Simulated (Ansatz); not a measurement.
# C2H5Si (SMILES C=C[SiH2]): levels of theory compared

Wanted: a comparison of 6 runs (UHF/STO-3G, UHF/aug-cc-pVDZ, UB3LYP/6-31G*, U-r2SCAN/aug-cc-pVDZ, UCCSD/aug-cc-pVDZ, UCCSD(T)/aug-cc-pVDZ) of C2H5Si. 

The results are computed with Ansatz 0.2.0.

25 further runs of the same task are left out: 25 set aside as unsound or not needed.

### 1 The structure to begin with

C2H5Si: 8 atoms, total charge 0, spin state doublet. SMILES: `C=C[SiH2]`. The C2–Si3 distance was set to 2.388 Å, away from the relaxed value.

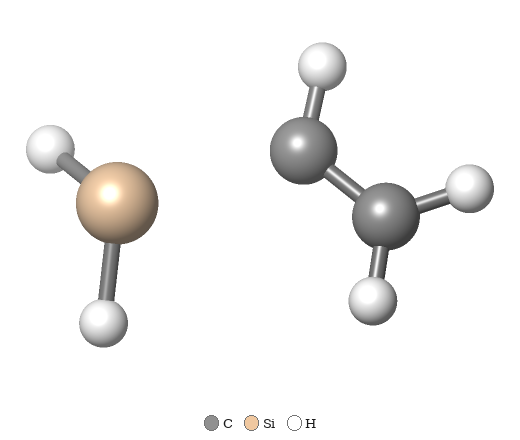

Viewed from a chosen angle; carbon grey, silicon light orange, hydrogen white.

### 2 The energy at UHF/STO-3G (run 1)

The input, run.yaml:

```yaml
crystal:
  periodic: [false, false, false]
  atoms:
    - symbol: C
      position_ang: [-0.781848, 1.308938, -1.022207]
    - symbol: C
      position_ang: [-0.730948, 0.727638, 0.182293]
    - symbol: Si
      position_ang: [0.886400, -0.913500, 0.807600]
    - symbol: H
      position_ang: [-0.107048, 1.023638, -1.824207]
    - symbol: H
      position_ang: [-1.502248, 2.087138, -1.256007]
    - symbol: H
      position_ang: [-1.429948, 1.067938, 0.944893]
    - symbol: H
      position_ang: [1.531500, -1.544100, -0.375100]
    - symbol: H
      position_ang: [0.360000, -1.921200, 1.765400]
basis:
  gaussian:
    orbitals: STO-3G
magnetization:
  spin_polarized: true
  initial_magnetization: 1
hamiltonian:
  xc: hf
accuracy: high
output: {orbitals: {seedname: orbitals}}
```

On the command line:

```sh
$ ansatz run run.yaml --threads 1 --pin off --max-ram 3480MiB --events-out events.jsonl --progress --plain --runs-dir runs
```

Log:

```text
Warning: RAYON_NUM_THREADS=1 ignored (pool sized by the plan → 1); use --threads N
Functional definition: HF
  name "HF"
  exchange = exact_x
  correlation = 0
435 factors; integrals over basis functions are off by at most 1.1e-8 eV
mean field evaluation 1: about -9880.3133 eV, gradient 9.1e0 eV
mean field evaluation 2: about -9880.3722 eV, gradient 8.9e0 eV
mean field evaluation 4: about -9881.4055 eV, gradient 1.7e0 eV
mean field evaluation 8: about -9881.4604 eV, gradient 1.4e-1 eV
mean field evaluation 16: about -9881.6630 eV, gradient 4.4e-2 eV
mean field -9881.66306208 eV, -363.1444194995 hartree, gradient 6.1e-8 eV, S^2 1.205478; 0 other end points of the search recorded, 0 dependent functions left out
reference -9881.66306208 eV, -363.1444194995 hartree; 16, 15 occupied and 8, 9 virtual orbitals, 435 factors
Total energy: -9881.66306208 eV, -363.1444194995 hartree
```

It took 0.22 s on 1 thread of Arm Neoverse V2, shared host.

### 3 The energy at UHF/aug-cc-pVDZ (run 2)

The input, run.yaml:

```yaml
crystal:
  periodic: [false, false, false]
  atoms:
    - {symbol: C, position_ang: [-0.781848, 1.308938, -1.022207]}
    - {symbol: C, position_ang: [-0.730948, 0.727638, 0.182293]}
    - {symbol: Si, position_ang: [0.886400, -0.913500, 0.807600]}
    - {symbol: H, position_ang: [-0.107048, 1.023638, -1.824207]}
    - {symbol: H, position_ang: [-1.502248, 2.087138, -1.256007]}
    - {symbol: H, position_ang: [-1.429948, 1.067938, 0.944893]}
    - {symbol: H, position_ang: [1.531500, -1.544100, -0.375100]}
    - {symbol: H, position_ang: [0.360000, -1.921200, 1.765400]}
basis:
  gaussian:
    orbitals: aug-cc-pVDZ
accuracy: high
hamiltonian:
  xc: hf
output: {orbitals: {seedname: orbitals}}
magnetization:
  spin_polarized: true
  initial_magnetization: 1
```

On the command line:

```sh
$ ansatz run run.yaml --threads 1 --pin off --max-ram 3480MiB --events-out events.jsonl --progress --plain --runs-dir runs
```

Log:

```text
Warning: RAYON_NUM_THREADS=1 ignored (pool sized by the plan → 1); use --threads N
[... 4 set-up lines as earlier in the session ...]
2340 factors; integrals over basis functions are off by at most 3.4e-9 eV
mean field evaluation 1: about -9995.7079 eV, gradient 2.2e1 eV
mean field evaluation 2: about -9995.7455 eV, gradient 2.2e1 eV
mean field evaluation 4: about -9999.2851 eV, gradient 2.7e0 eV
mean field evaluation 8: about -9999.3995 eV, gradient 1.8e-1 eV
mean field evaluation 16: about -9999.4040 eV, gradient 7.3e-2 eV
mean field evaluation 32: about -9999.0017 eV, gradient 4.1e0 eV
mean field evaluation 64: about -9999.3886 eV, gradient 9.8e-2 eV
mean field evaluation 96: about -9998.4342 eV, gradient 1.1e1 eV
mean field -9999.40946348 eV, -367.4715199399 hartree, gradient 2.7e-8 eV, S^2 0.825852; 2 other end points of the search recorded, 0 dependent functions left out
reference -9999.40946348 eV, -367.4715199399 hartree; 16, 15 occupied and 102, 103 virtual orbitals, 2340 factors
Total energy: -9999.40946348 eV, -367.4715199399 hartree
```

Run time: 13 s. Hardware: 1 thread of Arm Neoverse V2, shared host; peak memory 0.41 GiB.

Run 3 isn't shown in full; the table further down has it.

### 4 The energy at U-r2SCAN/aug-cc-pVDZ (run 4)

The input, in.yaml:

```yaml
crystal:
  periodic: [false, false, false]
  atoms:
    - {symbol: C, position_ang: [-0.781848, 1.308938, -1.022207]}
    - {symbol: C, position_ang: [-0.730948, 0.727638, 0.182293]}
    - {symbol: Si, position_ang: [0.886400, -0.913500, 0.807600]}
    - {symbol: H, position_ang: [-0.107048, 1.023638, -1.824207]}
    - {symbol: H, position_ang: [-1.502248, 2.087138, -1.256007]}
    - {symbol: H, position_ang: [-1.429948, 1.067938, 0.944893]}
    - {symbol: H, position_ang: [1.531500, -1.544100, -0.375100]}
    - {symbol: H, position_ang: [0.360000, -1.921200, 1.765400]}
basis:
  gaussian:
    orbitals: aug-cc-pVDZ
magnetization:
  spin_polarized: true
  initial_magnetization: 1
hamiltonian:
  xc: {name: r2SCAN}
accuracy: high
output: {orbitals: {seedname: orbitals}}
```

On the command line:

```sh
$ ansatz run in.yaml --threads 1 --pin off --max-ram 3480MiB --events-out events.jsonl --progress --plain --runs-dir runs
```

Log:

```text
Warning: RAYON_NUM_THREADS=1 ignored (pool sized by the plan → 1); use --threads N
Functional definition: r2SCAN
  name "r2SCAN"
  parameter k0 = 0.174
  parameter k1 = 0.065
  parameter a1 = 4.9479
  exchange = r2scan_x(k0 = k0, k1 = k1, a1 = a1)
  correlation = r2scan_c
2340 factors; integrals over basis functions are off by at most 3.4e-9 eV
mean field evaluation 1: about -10008.3675 eV, gradient 5.4e1 eV
mean field evaluation 2: about -9806.7970 eV, gradient 1.3e2 eV
mean field evaluation 4: about -10026.8106 eV, gradient 1.1e1 eV
mean field evaluation 8: about -10027.7484 eV, gradient 3.6e-1 eV
mean field evaluation 16: about -10027.7496 eV, gradient 1.9e-3 eV
mean field evaluation 32: about -10027.7496 eV, gradient 9.2e-8 eV
mean field -10027.74960168 eV, -368.5130008089 hartree, gradient 9.2e-8 eV, S^2 0.756195; 0 other end points of the search recorded, 0 dependent functions left out
reference -10027.74961358 eV, -368.5130012461 hartree; 16, 15 occupied and 102, 103 virtual orbitals, 2340 factors
Total energy: -10027.74961358 eV, -368.5130012461 hartree
```

Wall time 31 s (1 thread of Arm Neoverse V2, shared host); peak memory 0.55 GiB.

Run 5 isn't shown in full; the table further down has it.

### 5 A single-point energy at UCCSD(T)/aug-cc-pVDZ (run 6)

The input, molecule.yaml:

```yaml
crystal:
  periodic: [false, false, false]
  atoms:
    - {symbol: C, position_ang: [-0.781848, 1.308938, -1.022207]}
    - {symbol: C, position_ang: [-0.730948, 0.727638, 0.182293]}
    - {symbol: Si, position_ang: [0.886400, -0.913500, 0.807600]}
    - {symbol: H, position_ang: [-0.107048, 1.023638, -1.824207]}
    - {symbol: H, position_ang: [-1.502248, 2.087138, -1.256007]}
    - {symbol: H, position_ang: [-1.429948, 1.067938, 0.944893]}
    - {symbol: H, position_ang: [1.531500, -1.544100, -0.375100]}
    - {symbol: H, position_ang: [0.360000, -1.921200, 1.765400]}
basis:
  gaussian:
    orbitals: aug-cc-pVDZ
magnetization:
  spin_polarized: true
  initial_magnetization: 1
correlation:
  method: ccsd_t
  frozen_orbitals: {C: 1, H: 0, Si: 5}
accuracy: high
scf:
  omitted_lower_state_checks: [cluster_reference, increment]
```

On the command line:

```sh
$ ansatz run molecule.yaml --threads 1 --pin off --max-ram 3480MiB --events-out events.jsonl --progress --plain --runs-dir runs
```

Log:

```text
Warning: RAYON_NUM_THREADS=1 ignored (pool sized by the plan → 1); use --threads N
[... 4 set-up lines as earlier in the session ...]
these checks for a lower state are left out or cut short: cluster_reference, increment
2340 factors; integrals over basis functions are off by at most 3.4e-9 eV
mean field evaluation 1: about -9995.7079 eV, gradient 2.2e1 eV
mean field evaluation 2: about -9995.7455 eV, gradient 2.2e1 eV
mean field evaluation 4: about -9999.2851 eV, gradient 2.7e0 eV
mean field evaluation 8: about -9999.3995 eV, gradient 1.8e-1 eV
mean field evaluation 16: about -9999.4040 eV, gradient 7.3e-2 eV
mean field evaluation 32: about -9999.0017 eV, gradient 4.1e0 eV
mean field -9999.40946348 eV, -367.4715199399 hartree, gradient 2.7e-8 eV, S^2 0.825852; 3 other end points of the search recorded, 0 dependent functions left out
7 core orbitals not correlated: weight in the atoms' cores, before any rotation towards them, 1.000 or more for the frozen orbitals, at most 0.000 for the correlated occupied ones
reference -9999.40946348 eV, -367.4715199399 hartree; 9, 8 occupied and 102, 103 virtual orbitals, 2340 factors
second order -9.99024757 eV of doubles, -0.00000000 eV of singles
cycle   1  -10.78176196 eV  change   -7.9e-1 eV  update   9.2e-2
cycle   2  -11.22904455 eV  change   -4.5e-1 eV  update   3.9e-2
cycle   3  -11.32403440 eV  change   -9.5e-2 eV  update   2.2e-2
cycle   4  -11.33570908 eV  change   -1.2e-2 eV  update   1.2e-2
cycle   5  -11.34019913 eV  change   -4.5e-3 eV  update   5.4e-3
cycle   6  -11.34147994 eV  change   -1.3e-3 eV  update   2.5e-3
cycle   7  -11.34232112 eV  change   -8.4e-4 eV  update   7.8e-4
cycle   8  -11.34235109 eV  change   -3.0e-5 eV  update   3.2e-4
cycle   9  -11.34228376 eV  change    6.7e-5 eV  update   1.4e-4
cycle  10  -11.34230173 eV  change   -1.8e-5 eV  update   6.5e-5
cycle  11  -11.34231597 eV  change   -1.4e-5 eV  update   3.3e-5
cycle  12  -11.34231950 eV  change   -3.5e-6 eV  update   1.6e-5
cycle  13  -11.34232390 eV  change   -4.4e-6 eV  update   7.0e-6
cycle  14  -11.34232161 eV  change    2.3e-6 eV  update   3.2e-6
cycle  15  -11.34232005 eV  change    1.6e-6 eV  update   1.4e-6
cycle  16  -11.34231965 eV  change    4.0e-7 eV  update   6.6e-7
cycle  17  -11.34231962 eV  change    3.2e-8 eV  update   2.7e-7
cycle  18  -11.34231957 eV  change    4.8e-8 eV  update   1.3e-7
cycle  19  -11.34231957 eV  change   -5.4e-9 eV  update   7.2e-8
cycle  20  -11.34231958 eV  change   -7.7e-9 eV  update   4.7e-8
cycle  21  -11.34231957 eV  change    6.5e-9 eV  update   3.3e-8
cycle  22  -11.34231960 eV  change   -2.1e-8 eV  update   1.0e-7
cycle  23  -11.34231960 eV  change   -6.8e-9 eV  update   2.6e-8
cycle  24  -11.34231960 eV  change   -2.2e-9 eV  update   9.3e-9
cycle  25  -11.34231961 eV  change  -8.8e-10 eV  update   3.8e-9
cycle  26  -11.34231961 eV  change  -2.1e-10 eV  update   1.6e-9
perturbative correction -0.46062016 eV, -0.0169274787 hartree
Total energy: -10011.21240325 eV, -367.9052699760 hartree
Checks for a lower state left out: cluster_reference, increment
```

Wall time 2.3 min (1 thread of Arm Neoverse V2, shared host); peak memory 2.4 GiB.

### 6 The series

```csv
run,level,frozen core orbitals,energy (Eh),HOMO energy (eV),LUMO energy (eV),⟨S²⟩,wall time
1,UHF/STO-3G,–,-363.144419,-6.31,5.99,1.205,0.22 s
2,UHF/aug-cc-pVDZ,–,-367.471520,-8.80,0.68,0.826,13 s
3,UB3LYP/6-31G* (spherical functions),–,-368.585149,-5.73,-2.83,0.752,7.5 s
4,U-r2SCAN/aug-cc-pVDZ,–,-368.513001,-5.46,-3.07,0.756,31 s
5,UCCSD/aug-cc-pVDZ,7,-367.888342,–,–,0.826,99 s
6,UCCSD(T)/aug-cc-pVDZ,7,-367.905270,–,–,0.826,2.3 min
```

### 7 Results

```
                                          quantity          value
                               run 6: total energy  -367.90527 Eh
run 6: correlation energy (7 core orbitals frozen)     -433.8 mEh
                             run 6: (T) correction     -16.93 mEh
          run 6: ⟨S²⟩ of the reference determinant          0.826
                              run 6: T1 diagnostic          0.026
```

Below the UHF energy at the same shape and in the same basis (aug-cc-pVDZ): UCCSD -416.8 mEh; UCCSD(T) -433.8 mEh. Totals of different functionals can't be ranked against each other. In run 1 the basis is minimal, so the values are rough. Spin contamination of the reference: run 1 ⟨S²⟩ = 1.21. All runs together took 4.8 min, the longest 2.3 min.
